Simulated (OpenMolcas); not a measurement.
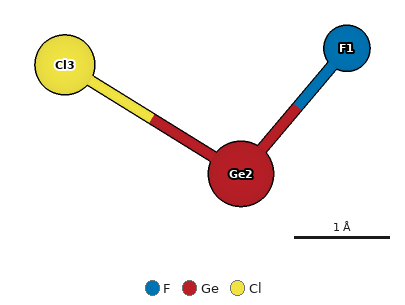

Fig. 1: The structure (ball-and-stick view, seen on its broad side; atoms are numbered from 1 in the order of the input). Sticks mark near contacts.

# Single-point calculation of GeClF (charge +1) (part 1 of 2)

System: GeClF, charge +1, multiplicity 2.
Method: HF/STO-3G, UHF (OpenMolcas 26.06).

The geometry is that of the parent species in another charge or spin state. The geometry comes from this level: PBE0-D4/def2-TZVP.

**What the program printed**
```
--- Start Module: gateway ---

                                              &GATEWAY

                       available to each process: 1.9 GB of memory, 1 thread

 Basis Set     1 Label: F.STO-3G
 Basis set is read from library:.
 basistype.tbl is not found

 Basis Set     2 Label: GE.STO-3G
 Basis set is read from library:.
 basistype.tbl is not found

 Basis Set     3 Label: CL.STO-3G
 Basis set is read from library:.
 basistype.tbl is not found

++    Symmetry information:
      ---------------------

                    Character Table for C1

                             E
                    a        1  x, y, xy, Rz, z, xz, Ry, yz, Rx, I
--

++    Basis set information:
      ----------------------

      Basis set label: F.STO-3G.........

      Electronic valence basis set:
      ------------------
      Associated Effective Charge   9.000000 au
      Associated Actual Charge      9.000000 au
      Nuclear Model: Point charge

      Shell  nPrim  nBasis  Cartesian Spherical Contaminant
         s       6       2        X
         p       3       1        X

      Basis set label: GE.STO-3G.........

      Electronic valence basis set:
      ------------------
      Associated Effective Charge  32.000000 au
      Associated Actual Charge     32.000000 au
      Nuclear Model: Point charge

      Shell  nPrim  nBasis  Cartesian Spherical Contaminant
         s      12       4        X
         p       9       3        X
         d       3       1                 X

      Basis set label: CL.STO-3G.........

      Electronic valence basis set:
      ------------------
      Associated Effective Charge  17.000000 au
      Associated Actual Charge     17.000000 au
      Nuclear Model: Point charge

      Shell  nPrim  nBasis  Cartesian Spherical Contaminant
         s       9       3        X
         p       6       2        X
--

++    Molecular structure info:
      -------------------------

                    ************************************************
                    **** Cartesian Coordinates / bohr, angstrom ****
                    ************************************************

     Center  Label                x              y              z                     x              y              z
        1      F1               0.208626       2.680954       0.389662              0.110400       1.418700       0.206200
        2      GE2             -1.441483       0.067274      -0.775355             -0.762800       0.035600      -0.410300
        3      CL3              1.212448      -2.870683       0.360938              0.641600      -1.519100       0.191000

                    ***************************************
                    *    InterNuclear Distances / bohr    *
                    ***************************************

               1 F1            2 GE2           3 CL3
    1 F1       0.000000
    2 GE2      3.303248        0.000000
    3 CL3      5.641734        4.118993        0.000000

                    *******************************************
                    *    InterNuclear Distances / angstrom    *
                    *******************************************

               1 F1            2 GE2           3 CL3
    1 F1       0.000000
    2 GE2      1.748003        0.000000
    3 CL3      2.985477        2.179677        0.000000
--

            Nuclear Potential Energy            246.37735188 au

--- Stop Module: gateway /rc=_RC_ALL_IS_WELL_ ---

--- Start Module: seward ---

                                              &SEWARD

                       available to each process: 1.9 GB of memory, 1 thread

               SEWARD will generate:
                  Multipole Moment integrals up to order  2
                  Kinetic Energy integrals
                  Nuclear Attraction integrals (point charge)
                  One-Electron Hamiltonian integrals
                  Velocity integrals
                  Orbital angular momentum around ( -0.4707  -0.3478  -0.2916 )
                  Velocity quadrupole around ( -0.4707  -0.3478  -0.2916 )
                  Two-Electron Repulsion integrals

                   Integrals are discarded if absolute value <: 1.00E-14
                   Integral cutoff threshold is set to       <: 1.00E-16

            Nuclear Potential Energy            246.37735188 au

      Basis set specifications :
      Symmetry species         a
      Basis functions           32

--- Stop Module: seward /rc=_RC_ALL_IS_WELL_ ---

--- Start Module: scf ---

                                                &SCF

                       available to each process: 1.9 GB of memory, 1 thread

++    Input section:
      --------------

      Header of the integral files:

      Cartesian coordinates in angstrom:
      -----------------------------------------------------
      No.  Label        X            Y            Z
      -----------------------------------------------------
       1   F1         0.11040000   1.41870000   0.20620000
       2   GE2       -0.76280000   0.03560000  -0.41030000
       3   CL3        0.64160000  -1.51910000   0.19100000
      -----------------------------------------------------
      Nuclear repulsion energy =  246.37735188
--

++    Orbital specifications:
      -----------------------

      Symmetry species               1
                                     a
      Frozen orbitals                0
      Start temperature = 0.500
      End temperature   = 0.010
      Temperature Factor= 0.460
      Deleted orbitals               0
      Total number of orbitals      32
      Number of basis functions     32
--

      Molecular charge                           1.000

++    Optimization specifications:
      ----------------------------

      SCF Algorithm: Conventional USCF
      D(i)-D(i-1) density differences are used
      Number of density matrices in core                 5
      Maximum number of NDDO SCF iterations            400
      Maximum number of HF SCF iterations              400
      Threshold for SCF energy change             1.00E-10
      Threshold for density matrix                1.00E-07
      Threshold for Fock matrix                   1.00E-07
      Threshold for linear dependence             1.00E-09
      Threshold at which DIIS is turned on        1.50E-01
      Maximum depth in the DIIS procedure                5
      Maximum depth in the BFGS Hessian update          30
      Threshold at which QNR/C2DIIS is turned on  7.50E-02
      Threshold for Norm(delta) (QNR/C2DIIS)      1.00E-05
      All orbitals punched on: UHFORB
--

      Input vectors read from INPORB
      Orbital file label: *Guess orbitals

++ Convergence information
                               UHF SCF        iterations: Energy and convergence statistics

Iter     Tot. SCF        One-elec.       Two-elec.     Energy      Max Dij or  Max Fij      DNorm      TNorm      AccCon     Time
         Energy          Energy          Energy        Change      Delta Norm                                                in Sec.

 The total and one-electron energies are shifted by a value of      2000. a.u.

   1  -601.192146885 -2112.535070541  1264.965571780   0.00E+00    5.35E-02*   5.16E+00*    1.26E+01   2.84E+02   None         0.
   2  -602.566497274 -2108.705399140  1259.761549990  -1.37E+00*   2.14E-01*   1.53E-01*    2.36E+00   2.83E+02   EDIIS        0.
   3  -603.496790684 -2124.759958491  1274.885815931  -9.30E-01*   1.29E-01*   9.47E-02*    2.39E+00   2.85E+02   EDIIS        0.
   4  -603.997189181 -2121.469229962  1271.094688905  -5.00E-01*   2.39E-01*   1.51E-01*    1.80E+00   2.84E+02   EDIIS        0.
   5  -604.126654239 -2122.778513868  1272.274507753  -1.29E-01*   1.00E-01*   1.10E-01*    1.34E+00   2.85E+02   EDIIS        0.
   6  -604.139759097 -2122.301316748  1271.784205775  -1.31E-02*   4.15E-02*   1.78E-02*    3.74E-01   2.84E+02   EDIIS        0.
   7  -604.141642811 -2122.425028895  1271.906034208  -1.88E-03*   2.42E-02*   1.11E-02*    1.74E-01   2.85E+02   EDIIS        0.

       Fermi aufbau procedure completed!
      nOcc(alpha)=   29
      nOcc(beta) =   28

   8  -604.142191823 -2122.376281093  1271.856737394  -5.49E-04*   2.22E-02*   7.20E-03*    8.41E-02   2.85E+02   c2DIIS       0.
   9  -604.142480397 -2122.399534476  1271.879702203  -2.89E-04*   2.20E-02*   3.27E-03*    6.29E-02   2.85E+02   QNRc2DIIS    0.
  10  -604.142607977 -2122.383246282  1271.863286429  -1.28E-04*   5.16E-02*   2.57E-03*    3.61E-02   2.85E+02   QNRc2DIIS    0.
  11  -604.142807709 -2122.374265323  1271.854105737  -2.00E-04*   8.83E-02*   2.68E-03*    8.18E-02   2.85E+02   QNRc2DIIS    0.
  12  -604.142984601 -2122.378233926  1271.857897450  -1.77E-04*   1.74E-02*   1.06E-03*    1.37E-01   2.85E+02   QNRc2DIIS    0.
  13  -604.143007044 -2122.374992028  1271.854633108  -2.24E-05*   2.72E-02*   7.43E-04*    2.74E-02   2.85E+02   QNRc2DIIS    0.
  14  -604.143028570 -2122.364878202  1271.844497755  -2.15E-05*   4.80E-03*   3.42E-04*    4.43E-02   2.85E+02   QNRc2DIIS    0.
  15  -604.143030745 -2122.363475882  1271.843093261  -2.18E-06*   6.79E-03*   2.67E-04*    7.92E-03   2.85E+02   QNRc2DIIS    0.
  16  -604.143032423 -2122.362835522  1271.842451223  -1.68E-06*   3.47E-04*   4.93E-05*    1.15E-02   2.85E+02   QNRc2DIIS    0.
  17  -604.143032447 -2122.362772156  1271.842387833  -2.36E-08*   9.10E-04*   4.08E-05*    6.00E-04   2.85E+02   QNRc2DIIS    0.
  18  -604.143032485 -2122.362966329  1271.842581968  -3.83E-08*   8.21E-05*   1.20E-05*    1.65E-03   2.85E+02   QNRc2DIIS    0.
  19  -604.143032486 -2122.362936365  1271.842552004  -7.44E-10*   4.39E-05*   6.51E-06*    1.42E-04   2.85E+02   QNRc2DIIS    0.
  20  -604.143032486 -2122.362933314  1271.842548952  -2.35E-10*   1.36E-05*   1.09E-06*    8.15E-05   2.85E+02   QNRc2DIIS    0.
  21  -604.143032486 -2122.362929307  1271.842544945  -1.86E-11    2.44E-06    5.59E-07*    2.38E-05   2.85E+02   QNRc2DIIS    0.
  22  -604.143032486 -2122.362930186  1271.842545824  -3.18E-12    1.10E-06    4.94E-07*    4.02E-06   2.85E+02   QNRc2DIIS    0.
  23  -604.143032486 -2122.362930616  1271.842546254  -9.09E-13    8.21E-07    4.74E-07*    1.82E-06   2.85E+02   QNRc2DIIS    0.
  24  -604.143032486 -2122.362930944  1271.842546582   0.00E+00    1.84E-05*   4.63E-07*    1.48E-06   2.85E+02   QNRc2DIIS    0.
  25  -604.143032486 -2122.362932238  1271.842547877  -8.19E-12    4.07E-07    3.79E-08     3.00E-05   2.85E+02   QNRc2DIIS    0.

       Convergence after  25 Iterations
--

 *****************************************************************************************************************************
 *                                             SCF/KS-DFT Program, Final results                                             *
 *                                                       Final Results                                                       *
 *****************************************************************************************************************************

::    Total SCF energy                              -2604.1430324858
      One-electron energy                           -4122.3629322385
      Two-electron energy                            1271.8425478766
      Nuclear repulsion energy                        246.3773518760
      Kinetic energy (interpolated)                  2594.0800518394
      Virial theorem                                    1.0038792098
      Total spin, S(S+1)                                0.7969973178
      Total spin, S                                     0.5232288687
      Max non-diagonal density matrix element           0.0000001778
      Max non-diagonal Fock matrix element              0.0000000582

      All orbitals with orbital energies smaller than  E(LUMO)+0.5 are printed

++    Molecular orbitals:
      -------------------

      Title: UHF orbitals (alpha)

      Molecular orbitals for symmetry species 1: a

      Basis set list:
        1 F1     1s                  9 GE2    1s                 17 GE2    2pz                25 CL3    1s
        2 F1     1s                 10 GE2    2px                18 GE2    2pz                26 CL3    1s
        3 F1     2px                11 GE2    2px                19 GE2    3d2-               27 CL3    2px
        4 F1     2py                12 GE2    2px                20 GE2    3d1-               28 CL3    2px
        5 F1     2pz                13 GE2    2py                21 GE2    3d0                29 CL3    2py
        6 GE2    1s                 14 GE2    2py                22 GE2    3d1+               30 CL3    2py
        7 GE2    1s                 15 GE2    2py                23 GE2    3d2+               31 CL3    2pz
        8 GE2    1s                 16 GE2    2pz                24 CL3    1s                 32 CL3    2pz

  Index Energy  Occupation Coefficients ...

    1 -400.9581    1.0000          6 GE2    1s     ( 0.994),

    2 -103.9655    1.0000         24 CL3    1s     ( 0.995),

    3  -50.7993    1.0000          7 GE2    1s     ( 1.062),

    4  -45.8635    1.0000         10 GE2    2px    (-0.471),    16 GE2    2pz    ( 0.869),

    5  -45.8630    1.0000         10 GE2    2px    ( 0.870),    16 GE2    2pz    ( 0.476),

    6  -45.8612    1.0000         13 GE2    2py    ( 0.988),

    7  -26.2754    1.0000          1 F1     1s     ( 0.995),

    8  -10.6453    1.0000         25 CL3    1s     ( 1.054),

    9   -8.0932    1.0000         27 CL3    2px    ( 0.783),    29 CL3    2py    (-0.473),
```
